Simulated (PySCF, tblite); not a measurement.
**C₅H₁₀Cl₂OSi: geometry, infrared bands and NMR shifts**

Wanted: the infrared bands and NMR shifts of C₅H₁₀Cl₂OSi (`C/C(=C(\[SiH3])CO)C(Cl)Cl`), by calculation.

Programs: tblite 0.8.0 and PySCF 2.14.0, with density-fitted response routines of our own. Each step states its level of theory. These are calculated values for one molecule in the gas phase, unless marked as measured. Atoms count from 0, in the outputs and in this text.

**1. Starting geometry**

19 atoms, charge 0, multiplicity 1; geometry from: force field or distance geometry start.

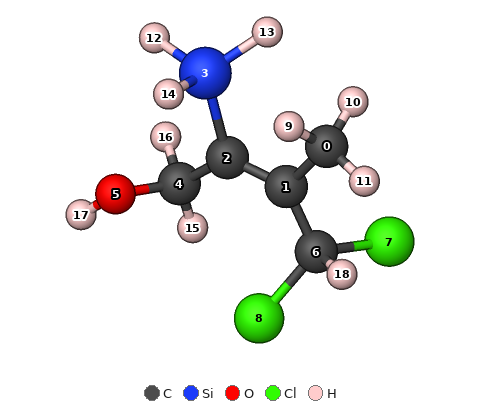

The starting geometry (carbon dark grey, silicon blue, oxygen red, chlorine green, hydrogen pink), atoms numbered.

**2. Relaxing the molecule with GFN2-xTB**

Job settings and geometry (Å):

```
{"job": {"kind": "relax", "xc": "GFN2-xTB", "basis": "xTB"}, "charge": 0, "multiplicity": 1}
C      0.573800    -1.904200    -0.071800
C     -0.403300    -0.760700     0.203800
C      0.102600     0.441300     0.047300
Si     1.875700     0.529000    -0.515700
C     -0.604300     1.708800     0.214500
O      0.087600     2.411000     1.216300
C     -1.740800    -1.128500     0.631000
Cl    -2.774500    -1.769100    -0.670900
Cl    -2.572900    -0.045700     1.737500
H      1.556700    -1.629000     0.352400
H      0.697200    -2.041700    -1.149700
H      0.216000    -2.837800     0.410300
H      2.096200     1.855300    -1.094000
H      2.213200    -0.572600    -1.410000
H      2.645900     0.474500     0.749500
H     -1.667000     1.728500     0.387700
H     -0.355900     2.350100    -0.715400
H     -0.386900     3.270300     1.412600
H     -1.569100    -2.070200     1.287400
```

Command:

```bash
OMP_NUM_THREADS=1 python probes_run.py task.json out
```

One launch serves the whole session: the jobs run in the order shown.

Log:

```text
step      E/eV     max force
  0    -833.59628    3.224
  1    -833.93815    1.131
  2    -834.02361    0.986
  3    -834.08639    0.871
  4    -834.16660    0.574
  5    -834.19755    0.512
  6    -834.22762    0.380
  7    -834.25129    0.393
  8    -834.27327    0.273
  9    -834.29084    0.277
 10    -834.30389    0.254
 11    -834.31441    0.257
 12    -834.32412    0.236
 13    -834.33277    0.232
 14    -834.33991    0.216
 15    -834.34601    0.193
 16    -834.35147    0.179
 17    -834.35619    0.143
 18    -834.36006    0.141
 19    -834.36321    0.126
 20    -834.36593    0.112
 21    -834.36839    0.120
 22    -834.37077    0.102
 23    -834.37321    0.114
 24    -834.37569    0.123
 25    -834.37811    0.134
 26    -834.38055    0.141
 27    -834.38325    0.127
 28    -834.38660    0.150
 29    -834.39052    0.164
 30    -834.39453    0.222
 31    -834.39851    0.232
 32    -834.40287    0.180
 33    -834.40856    0.210
 34    -834.41591    0.187
 35    -834.42382    0.199
 36    -834.43120    0.229
 37    -834.43937    0.220
 38    -834.44795    0.309
 39    -834.45109    0.309
 40    -834.46328    0.208
 41    -834.46983    0.181
 42    -834.48115    0.194
 43    -834.49165    0.261
 44    -834.50440    0.278
 45    -834.51596    0.275
 46    -834.52432    0.221
 47    -834.53013    0.194
 48    -834.53570    0.194
 49    -834.54064    0.163
 50    -834.54502    0.172
 51    -834.54878    0.148
 52    -834.55093    0.099
 53    -834.55262    0.097
 54    -834.55398    0.079
 55    -834.55529    0.075
 56    -834.55647    0.084
 57    -834.55762    0.082
 58    -834.55888    0.108
 59    -834.56039    0.111
 60    -834.56215    0.082
 61    -834.56392    0.085
 62    -834.56525    0.085
 63    -834.56619    0.124
 64    -834.56711    0.111
 65    -834.56835    0.083
 66    -834.56935    0.078
 67    -834.57064    0.081
 68    -834.57197    0.091
 69    -834.57373    0.084
 70    -834.57607    0.087
 71    -834.57877    0.110
 72    -834.58103    0.114
 73    -834.58290    0.106
 74    -834.58399    0.184
 75    -834.58632    0.127
 76    -834.58815    0.099
 77    -834.59054    0.098
 78    -834.59145    0.067
 79    -834.59244    0.061
 80    -834.59309    0.048
 81    -834.59379    0.046
 82    -834.59458    0.050
 83    -834.59530    0.074
 84    -834.59605    0.093
 85    -834.59703    0.087
 86    -834.59858    0.083
 87    -834.60082    0.098
 88    -834.60252    0.115
 89    -834.60430    0.115
 90    -834.60629    0.091
 91    -834.60850    0.086
 92    -834.61036    0.106
 93    -834.61189    0.114
 94    -834.61341    0.111
 95    -834.61532    0.077
 96    -834.61710    0.079
 97    -834.61972    0.087
 98    -834.62178    0.098
 99    -834.62394    0.125
100    -834.62613    0.113
101    -834.62854    0.155
102    -834.63189    0.141
103    -834.63530    0.288
104    -834.63844    0.132
105    -834.64006    0.113
106    -834.64144    0.080
107    -834.64285    0.085
108    -834.64375    0.065
109    -834.64446    0.067
110    -834.64484    0.049
111    -834.64527    0.044
112    -834.64578    0.059
113    -834.64645    0.084
114    -834.64720    0.091
115    -834.64807    0.076
116    -834.64886    0.065
117    -834.64937    0.046
118    -834.64969    0.063
119    -834.64994    0.051
120    -834.65031    0.046
121    -834.65066    0.059
122    -834.65102    0.052
123    -834.65130    0.048
124    -834.65155    0.036
125    -834.65179    0.036
126    -834.65202    0.040
127    -834.65226    0.047
128    -834.65253    0.049
129    -834.65283    0.040
130    -834.65315    0.037
131    -834.65343    0.037
132    -834.65370    0.029
133    -834.65395    0.029
134    -834.65416    0.024
135    -834.65427    0.022
136    -834.65434    0.020
137    -834.65440    0.020
138    -834.65448    0.019
139    -834.65455    0.019
140    -834.65460    0.022
141    -834.65465    0.019
142    -834.65469    0.015
143    -834.65473    0.013
144    -834.65476    0.011
145    -834.65479    0.012
146    -834.65481    0.012
147    -834.65483    0.011
148    -834.65485    0.010
```

Wall time 2.8 s (1 thread of Arm Neoverse N1, shared host).

The steps of the relaxation: (not every step is listed)

```tsv
step	energy from step 0 (eV)	largest force (eV/Å)
0	0.0000	3.2236
1	-0.3419	1.1311
2	-0.4273	0.9861
3	-0.4901	0.8706
4	-0.5703	0.5741
5	-0.6013	0.5123
6	-0.6313	0.3804
7	-0.6550	0.3934
8	-0.6770	0.2734
21	-0.7721	0.1201
34	-0.8196	0.1871
47	-0.9339	0.1937
60	-0.9659	0.0822
73	-0.9866	0.1061
86	-1.0023	0.0832
99	-1.0277	0.1246
112	-1.0495	0.0585
125	-1.0555	0.0359
138	-1.0582	0.0191
143	-1.0584	0.0125
144	-1.0585	0.0106
145	-1.0585	0.0116
146	-1.0585	0.0117
147	-1.0585	0.0108
148	-1.0586	0.0098
```

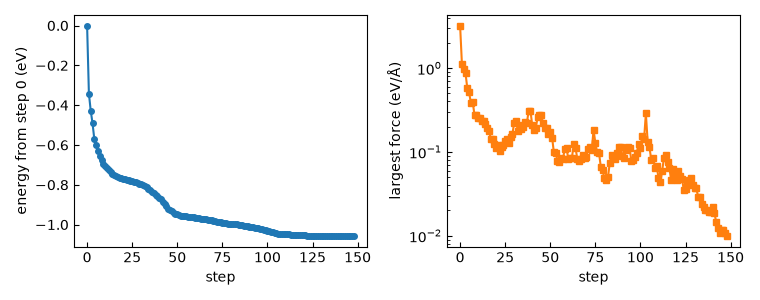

Energy and largest force along the relaxation.

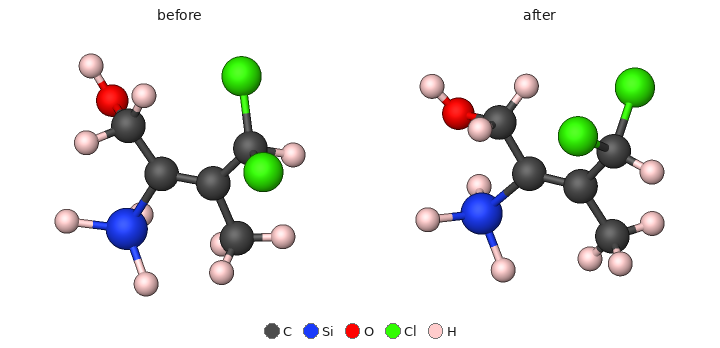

The geometry before (left) and after (right).

Distances of close pairs at the start and the end, largest changes first:

```tsv
bond	before (Å)	after (Å)	change (Å)
C6–H18	1.161	1.092	-0.069
C4–H16	1.157	1.099	-0.057
C1–C6	1.451	1.503	+0.052
O5–H17	1.001	0.962	-0.039
C2–Si3	1.862	1.899	+0.037
C2–C4	1.461	1.498	+0.037
C6–Cl8	1.758	1.793	+0.036
C0–C1	1.529	1.501	-0.028
```

The next job starts from the end point, and lists it.

**3. Harmonic vibrations with GFN2-xTB**

Job settings and geometry (Å):

```
{"job": {"kind": "ir", "xc": "GFN2-xTB", "basis": "xTB"}, "charge": 0, "multiplicity": 1}
C      0.493300    -2.154642     0.001810
C     -0.309550    -0.896877     0.161327
C      0.191908     0.335866     0.095489
Si     1.975324     0.884280    -0.259375
C     -0.620903     1.575078     0.310732
O      0.309649     2.576534     0.666523
C     -1.758131    -1.195331     0.429486
Cl    -2.864458    -0.336939    -0.671659
Cl    -2.205313    -0.805838     2.121829
H      1.549608    -1.934699    -0.083622
H      0.170867    -2.698473    -0.886086
H      0.340651    -2.800255     0.866465
H      1.951730     1.889967    -1.319709
H      2.738401    -0.253855    -0.795111
H      2.614710     1.333543     0.969979
H     -1.372130     1.460521     1.101579
H     -1.136409     1.841869    -0.622635
H     -0.101288     3.445632     0.632282
H     -1.977768    -2.257130     0.303563
```

Log:

```text
mode    cm-1     km/mol
  1      57.8      1.15
  2      67.7      0.46
  3      85.0      1.52
  4     139.7      0.94
  5     144.7      3.43
  6     171.5      3.43
  7     191.6     19.51
  8     208.1      8.24
  9     221.6      6.39
 10     261.2     79.93
 11     269.7     22.46
 12     321.4      9.20
 13     341.0      1.36
 14     442.8      5.40
 15     487.3     15.61
 16     506.1     20.37
 17     565.6      7.95
 18     579.2     79.81
 19     626.4     32.75
 20     671.8      3.51
 21     737.1     37.79
 22     742.9    235.07
 23     815.7    270.04
 24     860.5    231.33
 25     925.1     28.15
 26     954.2     14.61
 27    1033.8      8.62
 28    1045.5     20.47
 29    1065.3     24.86
 30    1121.7     54.05
 31    1156.6     26.50
 32    1168.0     45.49
 33    1199.0     64.27
 34    1223.4     12.31
 35    1245.6      8.60
 36    1343.0     24.88
 37    1396.6     15.14
 38    1462.4      0.99
 39    1470.6      7.97
 40    1477.7      4.50
 41    1695.5     18.62
 42    2185.9    355.91
 43    2267.9    235.39
 44    2313.0    267.11
 45    2871.9     33.68
 46    2916.5     44.46
 47    2947.4      0.01
 48    2997.1     16.75
 49    3010.6     16.99
 50    3102.7      9.20
 51    3557.6      9.86
```

Wall time 1.7 s (1 thread of Arm Neoverse N1, shared host).

The strongest bands and the atoms that carry them (share of the mass-weighted mode):

```tsv
cm⁻¹	km/mol	atoms
261	79.9	H17 55 %
579	79.8	H12 35 %, H14 22 %, C2 15 %
743	235.1	H14 38 %, H12 38 %
816	270.0	H14 50 %, H13 42 %
860	231.3	H12 48 %, H13 46 %
2186	355.9	H13 95 %
2268	235.4	H12 94 %
2313	267.1	H14 95 %
```

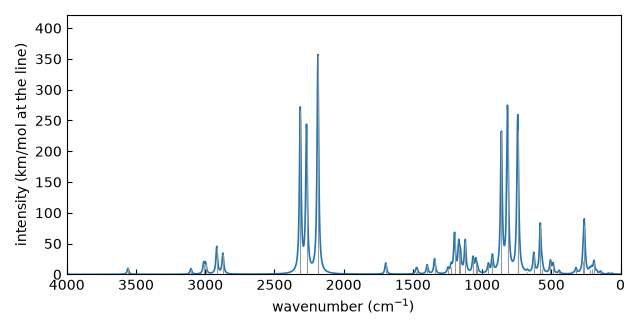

The infrared spectrum from these modes, unscaled. Lines are broadened to a width of 14 cm⁻¹ (Lorentzian).

**4. NMR shieldings: PBE0/pcSseg-1**

Same as in step 3 but for these lines:

```diff
@@ -1,2 +1,2 @@
-{"job": {"kind": "ir", "xc": "GFN2-xTB", "basis": "xTB"}, "charge": 0, "multiplicity": 1}
+{"job": {"kind": "nmr", "xc": "PBE0", "basis": "pcSseg-1"}, "charge": 0, "multiplicity": 1}
 C      0.493300    -2.154642     0.001810
```

Method: GIAO PBE0/pcSseg-1 NMR shielding, non-relativistic, gas phase.

Log:

```text
coarse grid: 17592 points
cycle   1  E = -1480.6324117277  dE =  1.067e+00  |g| = 7.077e-01  |ddm| = 4.085e+00
cycle   2  E = -1480.5144454611  dE =  1.180e-01  |g| = 1.050e+00  |ddm| = 1.642e+00
cycle   3  E = -1480.7334138306  dE = -2.190e-01  |g| = 1.258e-01  |ddm| = 1.129e+00
cycle   4  E = -1480.7362691112  dE = -2.855e-03  |g| = 6.929e-02  |ddm| = 1.954e-01
cycle   5  E = -1480.7374258076  dE = -1.157e-03  |g| = 1.627e-02  |ddm| = 7.490e-02
cycle   6  E = -1480.7374797199  dE = -5.391e-05  |g| = 4.044e-03  |ddm| = 1.945e-02
cycle   7  E = -1480.7374835819  dE = -3.862e-06  |g| = 1.345e-03  |ddm| = 6.631e-03
final grid: 156392 points
cycle   8  E = -1480.7993013136  dE = -4.518e-05  |g| = 1.017e-02  |ddm| = 3.994e-02
cycle   9  E = -1480.7992821342  dE =  1.918e-05  |g| = 1.364e-02  |ddm| = 2.398e-02
cycle  10  E = -1480.7993231067  dE = -4.097e-05  |g| = 1.517e-03  |ddm| = 1.537e-02
cycle  11  E = -1480.7993235116  dE = -4.049e-07  |g| = 4.196e-04  |ddm| = 1.940e-03
cycle  12  E = -1480.7993235485  dE = -3.692e-08  |g| = 1.531e-04  |ddm| = 4.918e-04
cycle  13  E = -1480.7993235539  dE = -5.370e-09  |g| = 4.820e-05  |ddm| = 1.779e-04
cycle  14  E = -1480.7993235544  dE = -5.584e-10  |g| = 9.325e-06  |ddm| = 5.041e-05
converged SCF energy = -1480.7993235544

GIAO shielding tensors (ppm)
atom      isotropic    diamagn.    paramagn.     s11        s22        s33       span
  0 C      160.944     246.241     -85.297    144.358    154.544    183.929     39.571
  1 C       38.167     257.749    -219.582    -61.800     34.716    141.585    203.385
  2 C       33.387     256.709    -223.321    -51.173     15.327    136.008    187.182
  3 Si     438.119     879.792    -441.673    417.365    426.115    470.878     53.513
  4 C      119.084     244.089    -125.005    102.205    104.968    150.080     47.875
  5 O      298.445     386.673     -88.228    238.902    273.966    382.466    143.563
  6 C      101.927     244.183    -142.256     74.476    110.513    120.792     46.316
  7 Cl     665.751    1146.779    -481.028    367.347    642.011    987.894    620.547
  8 Cl     675.060    1146.325    -471.265    332.002    650.226   1042.952    710.950
  9 H       29.174      30.852      -1.679     23.145     29.575     34.801     11.656
 10 H       29.750      28.835       0.915     25.805     27.945     35.499      9.694
 11 H       29.790      28.575       1.216     25.557     29.020     34.794      9.237
 12 H       27.315      28.606      -1.291     23.324     26.359     32.263      8.938
 13 H       27.573      29.631      -2.058     23.359     27.751     31.608      8.249
 14 H       27.236      28.357      -1.121     23.524     25.893     32.292      8.768
 15 H       25.930      28.913      -2.983     19.615     24.945     33.230     13.615
 16 H       26.682      29.384      -2.702     20.680     27.597     31.769     11.089
 17 H       30.638      29.693       0.945     20.515     26.818     44.580     24.065
 18 H       25.835      29.731      -3.896     22.186     24.677     30.641      8.456
```

Run time: 93 s. Hardware: 1 thread of Arm Neoverse N1, shared host; peak memory 1.1 GiB.

The references, computed at this level on geometries of the same kind, shield at (ppm): 1H TMS 31.72, 13C TMS 186.9, 29Si TMS 349.2, 17O H2O 336.1, 35Cl HCl 950. Their shielding less the atom's gives the shift. The references are single molecules in the gas phase, so shifts against H2O, NH3, PH3, H3PO4 or CFCl3 are not on the usual liquid scales and can be off by tens of ppm. Atoms listed in one row are averaged.

```tsv
atoms	environment	σ (ppm)	δ (ppm)	δ scaled to CDCl3
C2	fully substituted alkene carbon	33.4	153.5	147.9
C1	fully substituted alkene carbon	38.2	148.8	143.3
C6	allylic sp3 CH bonded to 2 Cl	101.9	85.0	81.0
C4	allylic sp3 CH2 bonded to O	119.1	67.8	64.3
C0	allylic methyl carbon	160.9	26.0	23.4
H18	hydrogen on an allylic sp3 CH bonded to 2 Cl	25.83	5.88	5.65
H15, H16	hydrogen on an allylic sp3 CH2 bonded to O	26.31	5.41	5.21
H12, H13, H14	hydrogen on a silicon bonded to C	27.37	4.34	–
H9, H10, H11	hydrogen on an allylic methyl carbon	29.57	2.15	2.13
H17	hydrogen on an alcohol oxygen	30.64	1.08	–
Si3	silicon bonded to C, 3 H	438.1	-89.0	–
O5	alcohol oxygen	298.4	37.6	–
Cl7, Cl8	chlorine bonded to C	670	279	–
```

The scaled column applies a straight-line fit of computed shieldings to shifts measured in CDCl3, with any fitted terms for Cl, Br or S neighbours (root-mean-square error 0.16 ppm for H, 1.9 ppm for C).

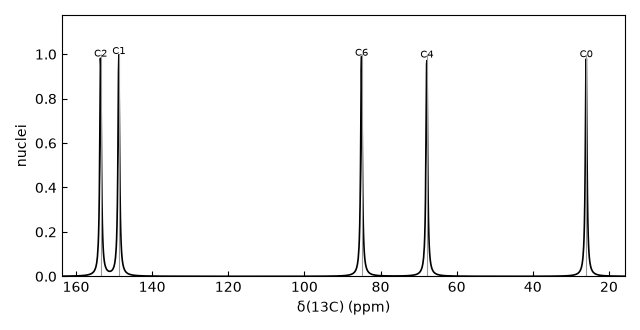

13C lines at the computed shifts, without couplings. Lines are broadened to a width of 0.51 ppm (Lorentzian).

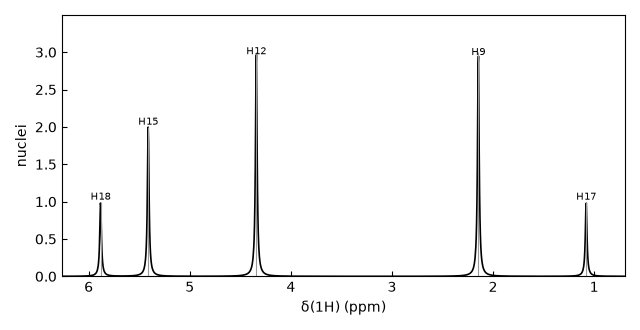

1H lines at the computed shifts, without couplings. Lines are broadened to a width of 0.02 ppm (Lorentzian).

Charges from the same density, by scheme (e):

```tsv
atoms	Mulliken	IAO	Hirshfeld	ESP fit
C0	-0.16	-0.42	-0.12	-0.72
C1	-0.19	0.00	-0.01	0.48
C2	-0.41	-0.25	-0.09	-0.23
Si3	0.62	0.61	0.28	0.33
C4	0.14	-0.06	-0.02	0.06
O5	-0.47	-0.54	-0.19	-0.56
C6	-0.24	-0.10	0.04	-0.62
Cl7, Cl8	-0.05	-0.07	-0.04	-0.02
```

ESP fit charges:

C0 -0.72; C1 0.48; C2 -0.23; Si3 0.33; C4 0.06; O5 -0.56; C6 -0.62; Cl7 -0.02; Cl8 -0.01; H9 0.22; H10 0.20; H11 0.20; H12 -0.07; H13 -0.13; H14 -0.05; H15 0.09; H16 0.08; H17 0.41; H18 0.36

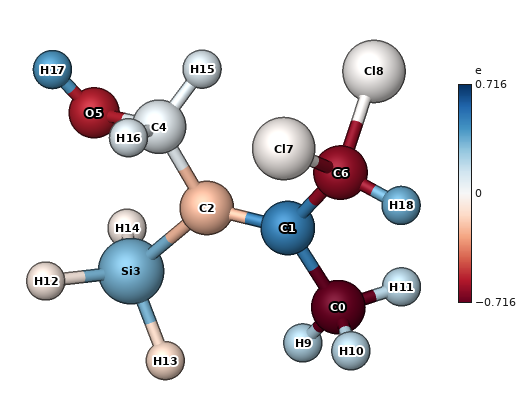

ESP fit charges, as colours on the atoms.

Mayer bond orders: C0–C1 1.10, C1–C2 1.82, C2–Si3 0.85, C2–C4 1.04, C4–O5 0.93, C1–C6 0.92, C6–Cl7 1.04, C6–Cl8 1.03.

**5. Outcome**

| quantity | value |
| --- | --- |
| strongest single infrared mode (GFN2-xTB) | 2186 cm⁻¹, 356 km/mol |
| zero-point energy (GFN2-xTB) | 83.9 kcal/mol |
| 13C shifts against TMS (PBE0/pcSseg-1) | 153.5, 148.8, 85.0, 67.8, 26.0 ppm |
| 1H shifts against TMS (PBE0/pcSseg-1, means over atoms taken as alike) | 5.88, 5.41, 4.34, 2.15, 1.08 ppm |
| 29Si shifts against TMS (PBE0/pcSseg-1) | -89.0 ppm |
| 17O shifts against H2O (PBE0/pcSseg-1) | 37.6 ppm |
| 35Cl shifts against HCl (PBE0/pcSseg-1, means over atoms taken as alike) | 279 ppm |

What this shows: Over 148 steps the energy fell by 1.059 eV; of the close pairs, C6–H18 changed most, 1.161 to 1.092 Å. All 51 modes are real, so the xTB geometry is a minimum. The strongest single mode, at 2186 cm⁻¹, moves mainly H13. Unscaled tight-binding wavenumbers are off by several per cent, some by more. Its intensities can rank the bands wrongly. C6 stands next to heavy halogen, whose spin-orbit shielding this run leaves out, so the computed shift lies too far downfield, most of all for carbon beside Br or I. H18 (hydrogen on an allylic sp3 CH bonded to 2 Cl) lies farthest downfield among hydrogen, at 5.88 ppm; its carbon carries Cl, an electronegative neighbour. At PBE0/pcSseg-1: Shielding is most anisotropic at Cl7, Cl8 (span 666 ppm, paramagnetic term -476 ppm).
